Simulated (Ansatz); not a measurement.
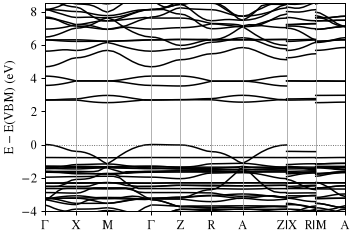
Figure. Band structure from PBE+D3(BJ) in the plane-wave PAW code Ansatz

Problem. Read off the gap and where the band edges lie.

Solution. About 2.5 eV (2.52 eV by a search for the band edges); maximum at Γ, minimum at M.

The material is C₉H₈CdF₆N₄O₂Si in space group P4/mmm (No. 123; Pearson symbol tP31).

A made-up cell: these elements were put on the sites of a structure type; neither database checked (COD, Materials Project) lists it. Whether it is the stable phase at ambient conditions was not checked. Symmetry was held in the PBE+D3(BJ) relaxation; its stability against distortions is not shown here. Spin–orbit coupling is left out wherever it is not named.

Potentials: the later of the program's two PAW sets.
